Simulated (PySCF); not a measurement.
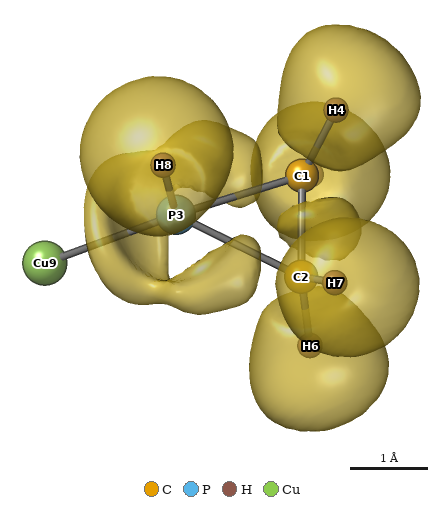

Figure. C₂H₅CuP (charge +1). Isosurface of the electron localisation function at 0.75 (yellow), seen at a tilt. Core shells and regions of very low density are left out.

Geometry: PBE0-D3(BJ)/def2-SVP.

Theory: DFT single point, gas phase, functional wB97X (PySCF 2.14.0, density-fitted response routines).

```csv
atom,x (Å),y (Å),z (Å)
C,-0.6533,-0.5449,-0.1374
C,0.0288,0.7860,-0.1245
P,1.1277,-0.6121,-0.5733
H,-0.9231,-1.0097,0.8163
H,-1.3492,-0.7605,-0.9543
H,-0.1974,1.4895,-0.9319
H,0.2390,1.2622,0.8385
H,1.8010,-0.9686,0.6155
Cu,1.9856,-1.0221,-2.5610
```

Q: Identify the bonds, lone pairs and shells in this picture.

A: The surface consists of one region between bonded C–C atoms (shared pairs), five regions around hydrogen nuclei and one region on P in which the atom's valence shell and bonds are merged. Profiles from the grid: C–C (1.50 Å): the ELF peaks at about 0.90 between the atoms (localised, covalent bonding). C–P (1.83 Å): the ELF peaks at about 0.85 between the atoms, as expected for a shared electron pair.
